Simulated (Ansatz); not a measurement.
**How Rh(100) screens a field**

Aim: image plane and induced charge of Rh(100).

Calculated with Ansatz 0.2.0; plane-wave DFT, r2SCAN, Ansatz PAW.

**1. The starting structure**

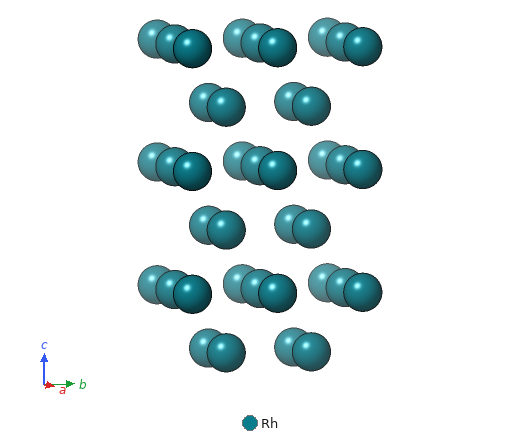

The cell as given, from the side, with the c axis up (rhodium blue). 2×2×1 cells are drawn. Some periodic images of atoms are drawn too.

The cell holds 6 atoms: 6 Rh. Cell: a = 2.687 Å, b = 2.687 Å, c = 27.500 Å, α = 90.0°, β = 90.0°, γ = 90.0°. Vacuum lies along c.

**2. Atoms held, field 0**

A sawtooth potential applies the field, turning back in the middle of the vacuum. With the dipole correction the typed value is the field outside the slab. The induced dipole is small, so the SCF threshold is tight.

The input, input.yaml:

```yaml
crystal:
  lattice:
    - [2.6870057685, 0.0, 0.0]
    - [0.0, 2.6870057685, 0.0]
    - [0.0, 0.0, 27.5]
  atoms:
    - { symbol: Rh, position: [0.5, 0.5, 0.3272727273] }
    - { symbol: Rh, position: [0.0, 0.0, 0.3963636364] }
    - { symbol: Rh, position: [0.5, 0.5, 0.4654545455] }
    - { symbol: Rh, position: [0.0, 0.0, 0.5345454545] }
    - { symbol: Rh, position: [0.5, 0.5, 0.6036363636] }
    - { symbol: Rh, position: [0.0, 0.0, 0.6727272727] }
kpoints:
  mp_grid: { grid: [18, 18, 1] }
hamiltonian:
  xc: r2scan
scf:
  occupations: { method: fermi_dirac, width: 0.1 }
  convergence: { dr2_threshold: 1.0e-10 }
efield:
  axis: 3
  dipole_correction: true
  ramp_position: 0.97
  ramp_width: 0.06
  amplitude: 0
output:
  forces: true
  write_potential: true
  write_density: true
  volumetric_format: npy
```

Command:

```sh
> ansatz run input.yaml --threads 4 --pin off --max-ram 6144MiB --backend cpu --events-out ev --progress --plain --runs-dir out
```

Numbers of over 12 decimals in the logs are rounded to 6 here.

What it wrote:

```text
Engine: ansatz 0.2.0, aarch64-unknown-linux-gnu
Pseudopotentials: kind: paw
Pseudopotential: Rh, paw, valence charge 17, recommended cutoff 500 eV (meta_gga), Rh.paw.azcp
Functional definition: r2SCAN
  parameter k0 = 0.174
  parameter k1 = 0.065
  parameter a1 = 4.9479
  exchange = r2scan_x(k0 = k0, k1 = k1, a1 = a1)
  correlation = r2scan_c
Crystal: 6 atoms, lattice volume = 198.550 Å³
Basis set: ecut = 500 eV, 4953 PW (Γ), exchange–correlation on 80×80×864 points (64 copies of the dense FFT grid, shifted against one another)
Bands: 62, of which v1, the nominal top of the filled ones, is band 51 counted from 1 (50 counted from 0)
Symmetry: 8 space group operations
k-points: 55 of 324
Non-local potential: Rh, projectors of the file, l = 0: 3, l = 1: 2, l = 2: 2, l = 3: 1
PAW form: soft (Blöchl's): semilocal exchange-correlation on the pseudo side does not see the compensation charge
PAW frozen core: Rh, regenerated for the run's functional (the file was generated under x = pbe(κ = 0.804, μ = 0.219515), c = pbe(β = 0.066725))
PAW one-centre angular grid: Rh, 590 points (default); XC on 160 Gauss nodes
Initial density: superposition of atomic densities (neutral atoms: chi_scale 0, normalization atom), corrected by the library's trained network
Initial wavefunctions: pseudopotential atomic-orbital guess
Functional: x = r2scan, c = r2scan; τ floored in thin density (d = 2e-4 eV/Å³)
SCF iter   1: F=—  HF=-38489.270140 eV  |F-HF|=—  |Δ(HF+E_count)|=         —  Δρ=8.37e-3  dr2=2.33e-1  dr2_τ=4.99e-2  ethr=1.77e-3  p=0.000 e·Å  D=4.29e-13 V/Å  ΔV_dip=-0.00 eV  dr2_dipole=7.12e-7  V_vac-E_F(+/−)=4.95/4.95 eV  ⟨swp⟩=8.2  Hψ=15281  notcnv=0  defer=39
efield: sawtooth ramp at fractional position 0.9700 (set: `efield.ramp_position`, or a place that a band, a saddle search or an elastic batch's reference lends), width 0.0600; the density the first Hamiltonian is built on has a dipole p = 0.000 e·Å; the dipole correction subtracts the counter field D = 4.29e-13 V/Å, which shifts the + side's vacuum level by -0.00 eV against the − side's; the planar-averaged density in the ramp window peaks in size at 2.6e-5 e/Å³
preconditioner: auto → LDOS  [metal: Δε(μ)=0.015 eV  Ē_g=6.046 eV  σ=0.100 eV  W_gap=0.04  n_scr=48 (ndim 8)  ℏωp=19.4 eV  f_vac=0.535  D(μ)=8.62/eV (n_scr^D=76)  β→1.0]
SCF iter   2: F=—  HF=-38489.336944 eV  |F-HF|=—  |Δ(HF+E_count)|=   6.68e-2  Δρ=2.28e-3  dr2=8.69e-3  dr2_τ=1.49e-3  ethr=2.29e-4  p=-0.000 e·Å  D=-3.96e-6 V/Å  ΔV_dip=0.00 eV  dr2_dipole=1.33e-6  V_vac-E_F(+/−)=5.09/5.09 eV  ⟨swp⟩=2.7  Hψ=5861  notcnv=0  defer=55
SCF iter   3: F=—  HF=-38489.338178 eV  |F-HF|=—  |Δ(HF+E_count)|=   1.23e-3  Δρ=1.34e-3  dr2=3.42e-3  dr2_τ=2.76e-4  ethr=8.52e-6  p=-0.000 e·Å  D=-1.69e-6 V/Å  ΔV_dip=0.00 eV  dr2_dipole=2.29e-8  V_vac-E_F(+/−)=5.05/5.05 eV  ⟨swp⟩=3.0  Hψ=7867  notcnv=0  defer=55
SCF iter   4: F=—  HF=-38489.337836 eV  |F-HF|=—  |Δ(HF+E_count)|=   3.42e-4  Δρ=3.16e-4  dr2=2.25e-4  dr2_τ=1.27e-5  ethr=3.36e-6  p=-0.000 e·Å  D=-1.79e-6 V/Å  ΔV_dip=0.00 eV  dr2_dipole=2.85e-9  V_vac-E_F(+/−)=5.07/5.07 eV  ⟨swp⟩=2.1  Hψ=5098  notcnv=0  defer=55
SCF iter   5: F=—  HF=-38489.337913 eV  |F-HF|=—  |Δ(HF+E_count)|=   7.66e-5  Δρ=1.60e-4  dr2=5.02e-5  dr2_τ=3.52e-6  ethr=2.21e-7  p=-0.000 e·Å  D=-2.73e-7 V/Å  ΔV_dip=0.00 eV  dr2_dipole=4.45e-10  V_vac-E_F(+/−)=5.07/5.07 eV  ⟨swp⟩=2.7  Hψ=6179  notcnv=0  defer=55
SCF iter   6: F=—  HF=-38489.337913 eV  |F-HF|=—  |Δ(HF+E_count)|=   8.17e-7  Δρ=3.12e-5  dr2=2.84e-6  dr2_τ=1.16e-7  ethr=4.92e-8  p=-0.000 e·Å  D=-2.56e-7 V/Å  ΔV_dip=0.00 eV  dr2_dipole=9.37e-10  V_vac-E_F(+/−)=5.06/5.06 eV  ⟨swp⟩=2.6  Hψ=5709  notcnv=0  defer=55
SCF iter   7: F=—  HF=-38489.337882 eV  |F-HF|=—  |Δ(HF+E_count)|=   3.18e-5  Δρ=1.36e-5  dr2=5.47e-7  dr2_τ=2.69e-8  ethr=2.78e-9  p=-0.000 e·Å  D=-1.19e-7 V/Å  ΔV_dip=0.00 eV  dr2_dipole=2.97e-12  V_vac-E_F(+/−)=5.06/5.06 eV  ⟨swp⟩=2.2  Hψ=5337  notcnv=0  defer=55
SCF iter   8: F=—  HF=-38489.337882 eV  |F-HF|=—  |Δ(HF+E_count)|=   2.31e-7  Δρ=3.79e-6  dr2=3.92e-8  dr2_τ=3.86e-9  ethr=5.36e-10  p=-0.000 e·Å  D=-4.69e-8 V/Å  ΔV_dip=0.00 eV  dr2_dipole=7.42e-12  V_vac-E_F(+/−)=5.06/5.06 eV  ⟨swp⟩=2.1  Hψ=4998  notcnv=0  defer=55
SCF iter   9: F=—  HF=-38489.337882 eV  |F-HF|=—  |Δ(HF+E_count)|=   1.22e-8  Δρ=1.53e-6  dr2=7.80e-9  dr2_τ=4.89e-10  ethr=3.84e-11  p=-0.000 e·Å  D=-2.38e-8 V/Å  ΔV_dip=0.00 eV  dr2_dipole=3.96e-12  V_vac-E_F(+/−)=5.06/5.06 eV  ⟨swp⟩=3.5  Hψ=7382  notcnv=0  defer=55
SCF iter  10: F=—  HF=-38489.337882 eV  |F-HF|=—  |Δ(HF+E_count)|=   3.74e-9  Δρ=6.37e-7  dr2=9.20e-10  dr2_τ=5.33e-11  ethr=7.65e-12  p=-0.000 e·Å  D=-1.28e-8 V/Å  ΔV_dip=0.00 eV  dr2_dipole=7.31e-13  V_vac-E_F(+/−)=5.06/5.06 eV  ⟨swp⟩=2.1  Hψ=4890  notcnv=0  defer=55
SCF iter  11: F=—  HF=-38489.337882 eV  |F-HF|=—  |Δ(HF+E_count)|=   1.57e-9  Δρ=2.02e-7  dr2=1.63e-10  dr2_τ=6.07e-12  ethr=1.00e-12  p=-0.000 e·Å  D=-1.94e-9 V/Å  ΔV_dip=0.00 eV  dr2_dipole=1.88e-15  V_vac-E_F(+/−)=5.06/5.06 eV  ⟨swp⟩=2.4  Hψ=5606  notcnv=0  defer=55
iter 12 met the thresholds in force, and the SCF goes on: an eigenvalue changes by 3.20 meV, over its tolerance of 1.01 meV (output.eigenvalues, Limitations)
SCF iter  12: F=-38489.337882 eV  HF=-38489.337882 eV  |F-HF|=7.28e-11  |Δ(HF+E_count)|=  2.47e-10  Δρ=7.98e-8  dr2=1.48e-11  dr2_τ=9.01e-13  ethr=1.00e-12  p=-0.000 e·Å  D=-1.09e-9 V/Å  ΔV_dip=0.00 eV  dr2_dipole=1.08e-15  V_vac-E_F(+/−)=5.06/5.06 eV  ⟨swp⟩=13.4  Hψ=20260  notcnv=0
iter 13 met the thresholds in force, and the SCF goes on: an eigenvalue changes by 2.49 meV, over its tolerance of 1.00 meV (output.eigenvalues, Limitations)
SCF iter  13: F=-38489.337882 eV  HF=-38489.337882 eV  |F-HF|=1.53e-10  |Δ(HF+E_count)|=  2.11e-10  Δρ=2.90e-8  dr2=1.35e-12  dr2_τ=1.36e-13  ethr=1.00e-12  p=-0.000 e·Å  D=-1.67e-10 V/Å  ΔV_dip=0.00 eV  dr2_dipole=2.08e-15  V_vac-E_F(+/−)=5.06/5.06 eV  ⟨swp⟩=6.6  Hψ=16954  notcnv=0
Mixer restart at iter 13: flushing history
SCF iter  14: F=-38489.337882 eV  HF=-38489.337882 eV  |F-HF|=8.73e-10  |Δ(HF+E_count)|=  6.55e-11  Δρ=2.10e-7  dr2=6.92e-10  dr2_τ=7.34e-12  ethr=1.00e-12  p=0.000 e·Å  D=6.14e-8 V/Å  ΔV_dip=-0.00 eV  dr2_dipole=2.35e-10  V_vac-E_F(+/−)=5.06/5.06 eV  ⟨swp⟩=1.1  Hψ=3358  notcnv=0  κ⁻¹=1.0e0(r=1)
SCF iter  15: F=-38489.337882 eV  HF=-38489.337882 eV  |F-HF|=1.21e-8  |Δ(HF+E_count)|=    0.00e0  Δρ=4.16e-7  dr2=8.01e-9  dr2_τ=2.82e-11  ethr=1.00e-12  p=-0.000 e·Å  D=-2.92e-7 V/Å  ΔV_dip=0.00 eV  dr2_dipole=4.25e-9  V_vac-E_F(+/−)=5.06/5.06 eV  ⟨swp⟩=1.0  Hψ=3355  notcnv=0  κ⁻¹=1.1e-2(r=2)
SCF iter  16: F=-38489.337882 eV  HF=-38489.337882 eV  |F-HF|=3.35e-10  |Δ(HF+E_count)|=  3.64e-11  Δρ=1.22e-7  dr2=3.01e-10  dr2_τ=2.42e-12  ethr=1.00e-12  p=0.000 e·Å  D=1.46e-8 V/Å  ΔV_dip=-0.00 eV  dr2_dipole=8.20e-12  V_vac-E_F(+/−)=5.06/5.06 eV  ⟨swp⟩=1.0  Hψ=3355  notcnv=0  κ⁻¹=1.8e-3(r=3)
SCF iter  17: F=-38489.337882 eV  HF=-38489.337882 eV  |F-HF|=3.64e-11  |Δ(HF+E_count)|=  3.64e-11  Δρ=3.04e-8  dr2=9.47e-12  dr2_τ=1.47e-13  ethr=1.00e-12  p=0.000 e·Å  D=1.33e-9 V/Å  ΔV_dip=-0.00 eV  dr2_dipole=3.13e-15  V_vac-E_F(+/−)=5.06/5.06 eV  ⟨swp⟩=6.8  Hψ=13995  notcnv=0
SCF 1 converged in 17 iterations: F = -38489.337882 eV  dr2 = 9.47e-12
  greatest PAW one-centre occupation: 1.000 electrons in one spin orbital (limit 2), on the Rh atom at site 0 (counted from 0), in its partial waves of l = 1
WARN: The output density's exchange-correlation potential varies sharply where the density is thin. Do not read a vacuum level from v_tot or v_xc, or from such a field of the output density. On a cell that repeats whose density bears no net charge and no dipole along the vacuum's axis use v_es (v_loc + v_h of the components); under efield.dipole_correction with no amplitude use v_es + v_field, which holds any externa [...]
SCF converged after 17 iterations
an eigenvalue changed by more than its tolerance at an iteration that met the thresholds in force, so the SCF went on 2 times, its first undamped step at iteration 13: the last check found none over its tolerance
Free energy (F): -38489.337882 eV
Harris-Foulkes:  -38489.337882 eV  (|F-HF|=3.64e-11)
Internal energy: -38489.045329 eV  (E = F + TS)
E sigma→0 (E₀):  -38489.191606 eV
Entropy (-TS):   -0.292552 eV (-48.759 meV/atom)
Fermi energy:    6.271192 eV
Dipole field:    D = -0.000000 V/Å  (p = -0.000000 e·Å, saw-weighted, corrected)
Work function:   Φ+ = 5.0626 eV   Φ− = 5.0626 eV
Levels:          The Fermi level and band energies are counted from a zero that moves with the ramp; work functions are not
--- Per-component energies (eV) ---
  E_band       = -2214.647322
  E_kinetic    = 3434.659036
  E_local      = -216729.867796  (includes V_loc(G=0)·N_el)
  E_nonlocal   = 2137.498508
  E_hartree    = 106172.758286
  E_xc         = -1296.212782
  E_vxc        = -1878.251941  (∫ρ·V_xc dr)
  E_paw        = -21627.328591  (= ΣΔE_a)
  E_vpaw       = -1651.647530  (= ΣTr[D̂ρ^β])
  E_aug_tail   = 0.004088  (compensation charges beyond the density's cutoff)
  E_vtau       = 127.440645  (kinetic-family band-sum trace: ∫τ·v_τ [+ j·A + Jᵃ·Aᵃ] dr)
  E_efield     = 0.000000  (sawtooth field / dipole correction)
  E_vefield    = 0.000000  (∫n·V_field dr)
  E_ewald      = 89421.663678
  E_core_change = -2.219757  (= ΣΔE_core)
  E_smearing   = -0.292552  (= −TS)
  E_closure    = -0.000000  (closes the sum)
  Σ components = -38489.337882   (vs F -38489.337882, Δ=0.00e0)
--- Forces (eV/Å), atoms counted from 1 ---
  atom   1  Rh    -0.00000000     0.00000000     0.62204160
  atom   2  Rh    -0.00000000     0.00000000    -0.54172552
  atom   3  Rh    -0.00000000     0.00000000    -0.21027708
  atom   4  Rh     0.00000000     0.00000000     0.21027708
  atom   5  Rh     0.00000000     0.00000000     0.54172549
  atom   6  Rh     0.00000000     0.00000000    -0.62204150
  max |Σ_I F_I| component: 8.02e-8 eV/Å
--- Band table (eV; the first three rows and the last of 55) ---
  k-point 0: bands = [... 47 lower, 5.6022, 5.7263, 5.7263, 6.0164, 6.4072, 6.4439, 6.6273, 6.6273, ... 7 higher]
  k-point 1: bands = [... 47 lower, 5.4045, 5.5567, 5.6188, 6.1399, 6.2540, 6.3448, 6.6405, 6.7395, ... 7 higher]
  k-point 2: bands = [... 47 lower, 5.3230, 5.4323, 5.6129, 6.0019, 6.0816, 6.1132, 6.2410, 6.6222, ... 7 higher]
  k-point 54: bands = [... 47 lower, 6.6718, 7.3146, 7.3146, 7.3174, 7.3174, 7.8728, 7.8728, 10.6460, ... 7 higher]
```

Wall time 73 s (4 threads of Arm Neoverse V1, shared host); peak memory 1.2 GiB.

Reading the cycles: dr2 is the Hartree energy of the density residual (eV), the measure of convergence; HF is the Harris–Foulkes estimate of the energy, which meets the free energy F at convergence.

Numbers from this step:

```yaml
energy_at_zero_smearing: -38489.1916 eV
work_function_upper_face: 5.063 eV
dipole_along_the_normal: -8.14e-8 e·Å
```

Running mean over 1.9 Å of the planar mean; the ramp of the sawtooth is left out. The electron's electrostatic potential energy less the Fermi level by z:

```csv
z (Å),electron's electrostatic potential energy less the Fermi level (eV)
4,5.06
6,5.01
8,-3.52
10,-12.8
12,-13.1
14,-13.1
16,-13.0
18,-12.7
20,2.27
22,5.05
24,5.06
```

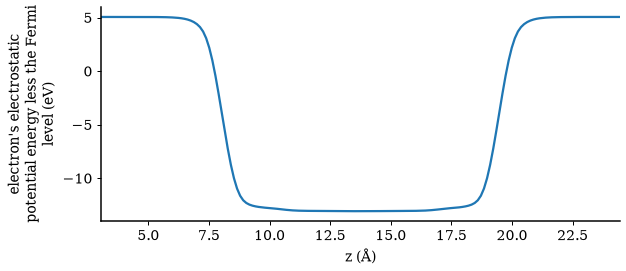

Electron's electrostatic potential energy less the Fermi level, plotted against z.

Force by atom:

```csv
atom,x (eV/Å),y (eV/Å),z (eV/Å),size
Rh1,0.000,0.000,0.622,0.622
Rh2,0.000,0.000,-0.542,0.542
Rh3,0.000,0.000,-0.210,0.210
Rh4,0.000,0.000,0.210,0.210
Rh5,0.000,0.000,0.542,0.542
Rh6,0.000,0.000,-0.622,0.622
```

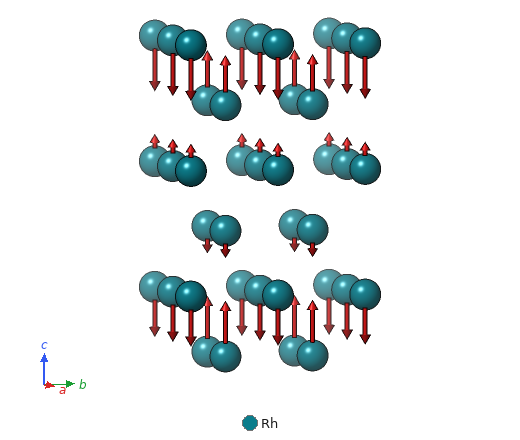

Force as arrows, the longest 0.622 eV/Å. 2×2×1 cells are drawn. Some periodic images of atoms are drawn too.

The work function of the upper face is 5.06 eV.

**3. Single point, field 0.05 V/Å**

Changes to input.yaml since step 2:

```diff
@@ -24,3 +24,3 @@
   ramp_width: 0.06
-  amplitude: 0
+  amplitude: 0.05
 output:
```

What it wrote:

```text
[...]
Crystal: 6 atoms, lattice volume = 198.550 Å³
Basis set: ecut = 500 eV, 4953 PW (Γ), exchange–correlation on 80×80×864 points (64 copies of the dense FFT grid, shifted against one another)
Bands: 62, of which v1, the nominal top of the filled ones, is band 51 counted from 1 (50 counted from 0)
Symmetry: 8 space group operations
k-points: 55 of 324
[...]
k-point 0: bands = [... 47 lower, 5.6021, 5.7262, 5.7262, 6.0163, 6.4070, 6.4437, 6.6272, 6.6272, ... 7 higher]
  k-point 1: bands = [... 47 lower, 5.4044, 5.5566, 5.6187, 6.1397, 6.2538, 6.3447, 6.6404, 6.7393, ... 7 higher]
  k-point 2: bands = [... 47 lower, 5.3229, 5.4322, 5.6128, 6.0018, 6.0813, 6.1132, 6.2409, 6.6221, ... 7 higher]
  k-point 54: bands = [... 47 lower, 6.6717, 7.3141, 7.3147, 7.3172, 7.3173, 7.8726, 7.8728, 10.6459, ... 7 higher]
[key lines of the parts left out:]
SCF converged after 17 iterations
Free energy (F): -38489.338524 eV
Fermi energy:    6.271054 eV
Dipole field:    D = 0.023398 V/Å  (p = 0.025673 e·Å, saw-weighted, corrected)
```

Run time: 72 s. Hardware: 4 threads; peak memory 1.2 GiB; 4.7 min of CPU time.

The dipole is 0.0257 e·Å.

**4. Atoms held, field -0.05 V/Å**

Changes to input.yaml since step 3:

```diff
@@ -24,3 +24,3 @@
   ramp_width: 0.06
-  amplitude: 0.05
+  amplitude: -0.05
 output:
```

What it wrote:

```text
[...]
Crystal: 6 atoms, lattice volume = 198.550 Å³
Basis set: ecut = 500 eV, 4953 PW (Γ), exchange–correlation on 80×80×864 points (64 copies of the dense FFT grid, shifted against one another)
Bands: 62, of which v1, the nominal top of the filled ones, is band 51 counted from 1 (50 counted from 0)
Symmetry: 8 space group operations
k-points: 55 of 324
[...]
k-point 0: bands = [... 47 lower, 5.6021, 5.7262, 5.7262, 6.0163, 6.4070, 6.4437, 6.6272, 6.6272, ... 7 higher]
  k-point 1: bands = [... 47 lower, 5.4044, 5.5566, 5.6187, 6.1397, 6.2538, 6.3447, 6.6404, 6.7393, ... 7 higher]
  k-point 2: bands = [... 47 lower, 5.3229, 5.4322, 5.6128, 6.0018, 6.0813, 6.1132, 6.2409, 6.6221, ... 7 higher]
  k-point 54: bands = [... 47 lower, 6.6717, 7.3141, 7.3147, 7.3172, 7.3173, 7.8726, 7.8728, 10.6459, ... 7 higher]
[key lines of the parts left out:]
SCF converged after 17 iterations
Free energy (F): -38489.338524 eV
Fermi energy:    6.271054 eV
Dipole field:    D = -0.023397 V/Å  (p = -0.025673 e·Å, saw-weighted, corrected)
```

It took 69 s on 4 threads; peak memory 1.2 GiB.

The dipole is -0.0257 e·Å.

**5. Atoms held, field 0.1 V/Å**

Changes to input.yaml since step 4:

```diff
@@ -24,3 +24,3 @@
   ramp_width: 0.06
-  amplitude: -0.05
+  amplitude: 0.1
 output:
```

What it wrote:

```text
[...]
Crystal: 6 atoms, lattice volume = 198.550 Å³
Basis set: ecut = 500 eV, 4953 PW (Γ), exchange–correlation on 80×80×864 points (64 copies of the dense FFT grid, shifted against one another)
Bands: 62, of which v1, the nominal top of the filled ones, is band 51 counted from 1 (50 counted from 0)
Symmetry: 8 space group operations
k-points: 55 of 324
[...]
k-point 0: bands = [... 47 lower, 5.6017, 5.7258, 5.7258, 6.0159, 6.4064, 6.4433, 6.6267, 6.6267, ... 7 higher]
  k-point 1: bands = [... 47 lower, 5.4040, 5.5562, 5.6182, 6.1393, 6.2534, 6.3441, 6.6400, 6.7389, ... 7 higher]
  k-point 2: bands = [... 47 lower, 5.3225, 5.4318, 5.6124, 6.0014, 6.0805, 6.1132, 6.2405, 6.6217, ... 7 higher]
  k-point 54: bands = [... 47 lower, 6.6713, 7.3134, 7.3146, 7.3168, 7.3170, 7.8721, 7.8724, 10.6455, ... 7 higher]
[key lines of the parts left out:]
SCF converged after 14 iterations
Free energy (F): -38489.340449 eV
Fermi energy:    6.270644 eV
Dipole field:    D = 0.046799 V/Å  (p = 0.051350 e·Å, saw-weighted, corrected)
```

The job ended after 58 s (4 threads; peak memory 1.2 GiB; 3.8 min of CPU time).

The dipole is 0.0514 e·Å.

**6. Single point, field -0.1 V/Å**

Changes to input.yaml since step 5:

```diff
@@ -24,3 +24,3 @@
   ramp_width: 0.06
-  amplitude: 0.1
+  amplitude: -0.1
 output:
```

What it wrote:

```text
[...]
Crystal: 6 atoms, lattice volume = 198.550 Å³
Basis set: ecut = 500 eV, 4953 PW (Γ), exchange–correlation on 80×80×864 points (64 copies of the dense FFT grid, shifted against one another)
Bands: 62, of which v1, the nominal top of the filled ones, is band 51 counted from 1 (50 counted from 0)
Symmetry: 8 space group operations
k-points: 55 of 324
[...]
k-point 0: bands = [... 47 lower, 5.6017, 5.7258, 5.7258, 6.0159, 6.4064, 6.4433, 6.6267, 6.6267, ... 7 higher]
  k-point 1: bands = [... 47 lower, 5.4040, 5.5562, 5.6182, 6.1393, 6.2534, 6.3441, 6.6400, 6.7389, ... 7 higher]
  k-point 2: bands = [... 47 lower, 5.3225, 5.4318, 5.6124, 6.0014, 6.0805, 6.1132, 6.2405, 6.6217, ... 7 higher]
  k-point 54: bands = [... 47 lower, 6.6713, 7.3134, 7.3146, 7.3168, 7.3170, 7.8721, 7.8724, 10.6455, ... 7 higher]
[key lines of the parts left out:]
SCF converged after 14 iterations
Free energy (F): -38489.340449 eV
Fermi energy:    6.270644 eV
Dipole field:    D = -0.046801 V/Å  (p = -0.051353 e·Å, saw-weighted, corrected)
```

Elapsed: 57 s, on 4 threads; peak memory 1.2 GiB; 3.7 min of CPU time.

The dipole is -0.0514 e·Å.

**7. Atoms held, field 0.2 V/Å**

Changes to input.yaml since step 6:

```diff
@@ -24,3 +24,3 @@
   ramp_width: 0.06
-  amplitude: -0.1
+  amplitude: 0.2
 output:
```

What it wrote:

```text
[...]
Crystal: 6 atoms, lattice volume = 198.550 Å³
Basis set: ecut = 500 eV, 4953 PW (Γ), exchange–correlation on 80×80×864 points (64 copies of the dense FFT grid, shifted against one another)
Bands: 62, of which v1, the nominal top of the filled ones, is band 51 counted from 1 (50 counted from 0)
Symmetry: 8 space group operations
k-points: 55 of 324
[...]
k-point 0: bands = [... 47 lower, 5.6000, 5.7241, 5.7241, 6.0142, 6.4042, 6.4417, 6.6251, 6.6251, ... 7 higher]
  k-point 1: bands = [... 47 lower, 5.4027, 5.5545, 5.6166, 6.1377, 6.2518, 6.3421, 6.6384, 6.7372, ... 7 higher]
  k-point 2: bands = [... 47 lower, 5.3208, 5.4301, 5.6107, 5.9997, 6.0770, 6.1131, 6.2388, 6.6200, ... 7 higher]
  k-point 54: bands = [... 47 lower, 6.6697, 7.3111, 7.3133, 7.3151, 7.3155, 7.8703, 7.8709, 10.6438, ... 7 higher]
[key lines of the parts left out:]
SCF converged after 15 iterations
Free energy (F): -38489.348152 eV
Fermi energy:    6.268998 eV
Dipole field:    D = 0.093610 V/Å  (p = 0.102714 e·Å, saw-weighted, corrected)
```

The job ended after 60 s (4 threads; peak memory 1.2 GiB; 4 min of CPU time).

The dipole is 0.103 e·Å.

(Part 1 of 2 ends here.)

[Logs are printed without paths, hosts, clocks, repeated set-up lines and the standing remarks that a program may print on its own settings, such as how far it seeks lower states.]

[Hosts, paths, dates, database ids (printed as entryN), source tags and the programs' standing remarks are cut or masked in the printed files.]

[Maps of the electrostatic potential energy from Ansatz leave out the sawtooth potential of an applied field or a dipole correction, so their vacuum need not be flat; planar profiles and work functions include it.]
